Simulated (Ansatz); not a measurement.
**Profile along the Au–Au line in CuAu (CuAu type, space group P4/mmm)**

CuAu (CuAu type, space group P4/mmm)

```cif
data_AuCu
_chemical_formula_sum 'Cu1 Au1'
_space_group_name_H-M_alt 'P 1'
_space_group_IT_number 1
_cell_length_a 2.86058
_cell_length_b 2.86058
_cell_length_c 3.55181
_cell_angle_alpha 90.000
_cell_angle_beta 90.000
_cell_angle_gamma 90.000
loop_
_space_group_symop_operation_xyz
  'x, y, z'
loop_
_atom_site_label
_atom_site_type_symbol
_atom_site_fract_x
_atom_site_fract_y
_atom_site_fract_z
_atom_site_occupancy
Cu1 Cu 0.50000 0.50000 0.50000 1
Au1 Au 0.00000 0.00000 0.00000 1
```

Fields along a shortest Au–Au line of a (010) plane (2.86 Å), from Au to Au, interpolated on the slice's grid (step about 0.1 Å). Method: r2SCAN (plane waves to 500 eV, PAW, scalar-relativistic; Ansatz, a program for electronic structure). k mesh 16×16×13. Near the nuclei the fields are pseudised (PAW); where an atom keeps semicore shells as valence, they peak there. CuAu is run without spin polarisation. CuAu was relaxed with its symmetry unable to fall. Spin-orbit coupling is left out, though Au is heavy.

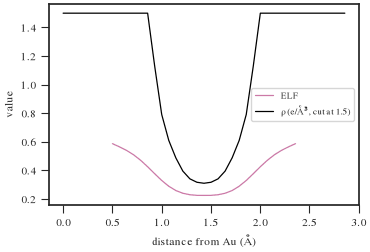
Figure: ELF (away from the nuclei) and valence density from Au to Au.

Density on the Au–Au line (2.86 Å) at its midpoint: 0.31 e/Å³. ELF at that point: 0.2.
